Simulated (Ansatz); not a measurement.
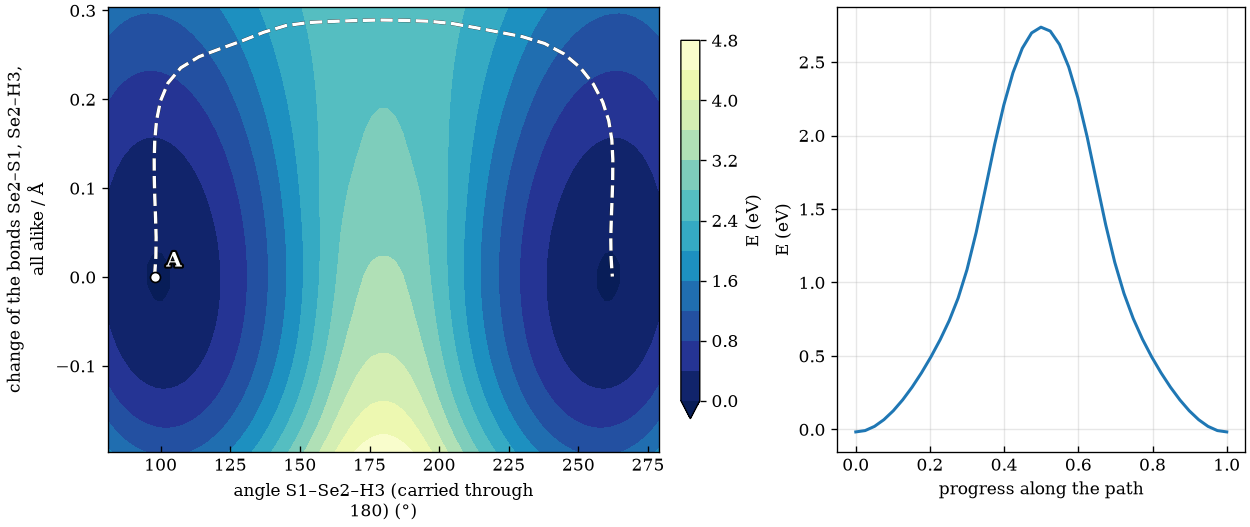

HSSe, SMILES [S][SeH], spin multiplicity 2. 
- First axis: angle S1–Se2–H3 (carried through 180). Second axis: change of the bonds Se2–S1, Se2–H3, all alike.
- Nothing is relaxed (all other coordinates rigid).
- The scan uses a 15 × 15 grid; 120 points were computed and 105 follow by symmetry.
- Points are written as (first, second).
- Energies are in eV, from the lowest grid point.
- In part of the range the unrestricted reference is strongly spin-contaminated.
- Computed with Ansatz, UHF/def2-TZVP.

The picture shows filled contours, a line along the lowest path, the energy along the path at the right, the start A. Between grid points the surface is interpolated.

**Describe the path and its barrier.**

The easiest path leads from the well at about (98°, 0.00 Å) to a well of about the same depth at about (262°, 0.00 Å). Its highest point lies about 2.8 eV above the bottom of the first well on the interpolated surface, at about (179°, 0.29 Å). The start is the relaxed structure and all else is held, so a fully relaxed path at this level can only be lower.
